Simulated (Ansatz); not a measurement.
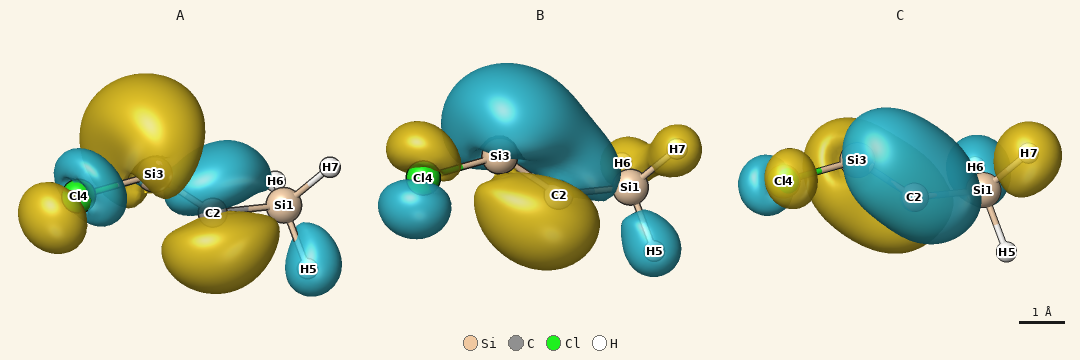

CH3ClSi2. Three frontier orbitals at ±0.08 Å⁻³ᐟ² (yellow and cyan are the two phases), in no order.

Geometry: PBE0-D4/def2-TZVP.

Level of theory: RKS PBE0-D4/def2-TZVPP (Ansatz 0.2.0).

| atom | x (Å) | y (Å) | z (Å) |
| --- | --- | --- | --- |
| Si | -0.2401 | 1.2243 | -0.0163 |
| C | 0.0008 | -0.5688 | -0.2802 |
| Si | 0.5391 | -1.9620 | 0.4247 |
| Cl | 0.6886 | -3.8975 | -0.1434 |
| H | -0.8305 | 1.7100 | -1.2960 |
| H | -1.1879 | 1.5345 | 1.0866 |
| H | 1.0299 | 1.9595 | 0.2246 |

> Which picture is the HOMO−1, the HOMO and the LUMO?

B is the HOMO−1 (−7.43 eV). Its weight (Hirshfeld) is mainly on Si3 (about 45 %), C2 (about 35 %), Cl4 (about 10 %) and Si1 (about 5 %). C is the HOMO (−6.96 eV). Its weight (Hirshfeld) is mainly on C2 (about 45 %) and Si3 (about 30 %); π-bonding across C2–Si3. A is the LUMO (−3.72 eV). Its weight (Hirshfeld) is mainly on Si3 (about 40 %), C2 (about 35 %) and Cl4 (about 15 %).

> What is the HOMO–LUMO gap?

3.24 eV between the orbital energies.
